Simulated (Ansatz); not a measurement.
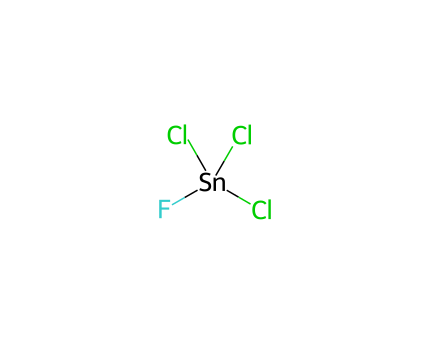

Give its SMILES.

Answer. [F][Sn]([Cl])([Cl])[Cl]

Give the formula, hydrogens included.

Answer. SnCl3F.

An optimisation with PBE0-D4/def2-TZVP gave a structure of which point group?

Answer. C3v.

The parts below concern this one geometry. Atoms keep their numbers from picture to picture. Computed geometry: PBE0-D4/def2-TZVP optimisation.

## Geometry

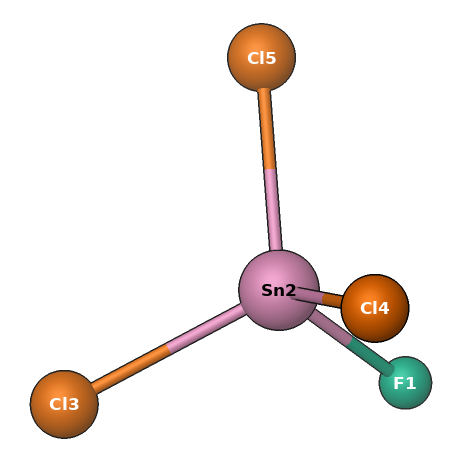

The atoms are numbered.

What are the angles F1–Sn2–Cl3, Cl3–Sn2–Cl4?

```json
{"angle": "F1–Sn2–Cl3", "degrees": "107.4"}
{"angle": "Cl3–Sn2–Cl4", "degrees": "111.5"}
```

## Electronic properties

Level of theory: RKS B3LYP-D4/def2-TZVPP, core potentials on Sn (Ansatz 0.2.0).

Estimate the LUMO energy (Kohn–Sham orbital).

Answer. −3.51 eV.

What is the HOMO energy (Kohn–Sham orbital)?

Answer. −9.64 eV.

Give the dipole moment at this level.

Answer. 1.17 D.

## Vibrations

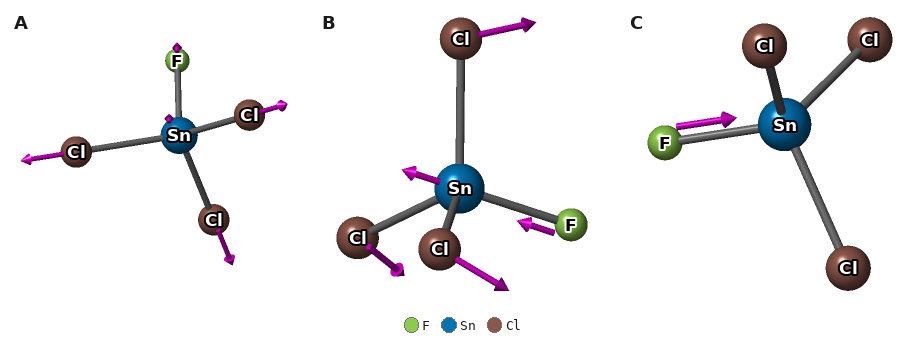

3 normal modes of one molecule or complex, as arrows. Harmonic vibrations computed with RKS PBE0-D4/def2-TZVP, core potentials on Sn (Ansatz 0.2.0) at a stationary point of the same level.

Match the panels to the wavenumbers 123 cm⁻¹, 378 cm⁻¹, 654 cm⁻¹.

Answer. A: 378 cm⁻¹, in-phase stretching of 3 Sn–Cl bonds
B: 123 cm⁻¹, angle bending
C: 654 cm⁻¹, Sn–F stretching

## Thermal motion

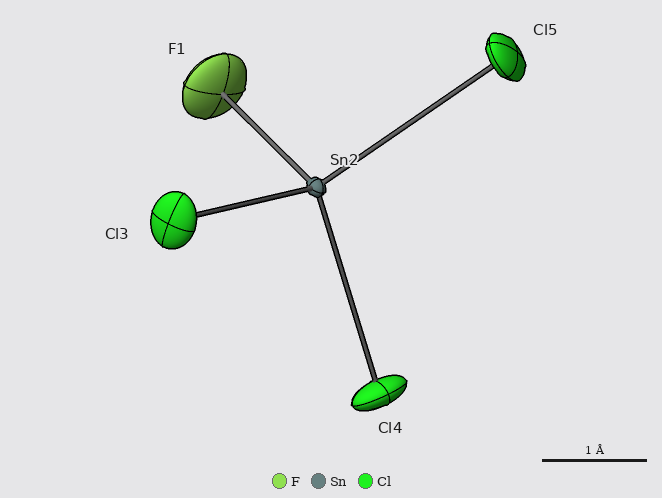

Displacement ellipsoids at the 50 % level, enlarged 2 times, from the internal vibrations of the free molecule (harmonic, no overall translation or rotation; no half-axis is drawn under 0.075 Å). Vibrations computed with RKS PBE0-D4/def2-TZVP, core potentials on Sn (Ansatz 0.2.0). Temperature: 298 K.

Which atom has the largest mean-square displacement?

Answer. F1, with U_eq = 0.0098 Å².

List U_eq and the three principal root-mean-square amplitudes for each kind of atom.

```
         atom  U_eq (Å²)   rms amplitudes (Å)
           F1     0.0098  0.050, 0.116, 0.116
          Sn2     0.0010  0.029, 0.029, 0.037
Cl3, Cl4, Cl5     0.0056  0.042, 0.075, 0.096
```
